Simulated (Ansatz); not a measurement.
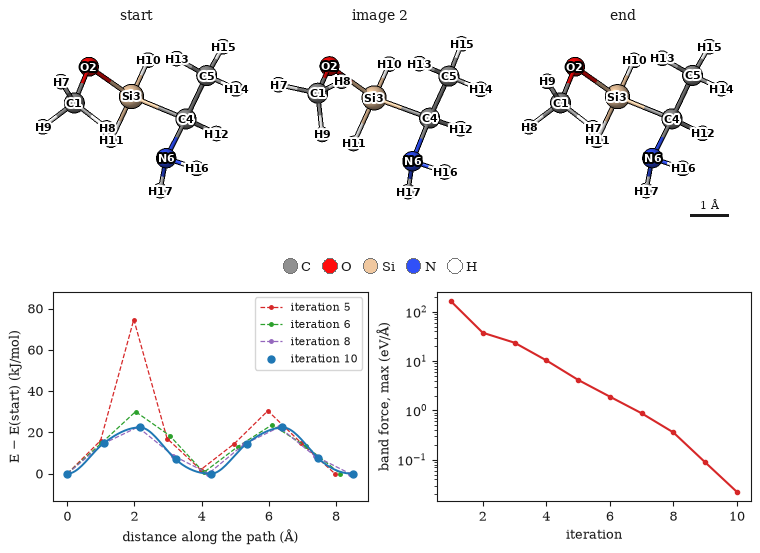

A nudged-elastic-band calculation for C3H11NOSi. Images are numbered from 0 (start) to 8 (end). The plot follows the band through its iterations. The picture is a ball-and-stick view, seen from a free direction.

The calculation used Ansatz 0.2.0, RKS LDA/STO-3G. Set-up: 7 movable images; climbing image; force threshold 0.03 eV/Å; iteration limit 51; starting path through a guess of the saddle point.

### How did the profile develop, and is the result final?

The run is converged, with reservations. The band converged in 10 iterations. The largest component of the band force went from 160 to 0.022 eV/Å. The climbing image converged on the top of the path. Its vibrational analysis gives one imaginary mode (238i cm⁻¹), as a transition state must have. The first iteration put the highest image at 5359.8 kJ/mol. The barrier is about 22.4 kJ/mol in both directions, with image 2 at the top; the ends have the same energy. The profile has 2 maxima (images 2, 6) with a dip at image 4 (0.0 kJ/mol), so the process runs in steps.

Limits of the set-up: STO-3G is a minimal basis, so the numbers are rough.

The run took 6.1 min on 1 thread of Arm Neoverse N1, on a shared host, peak memory 0.22 GiB.
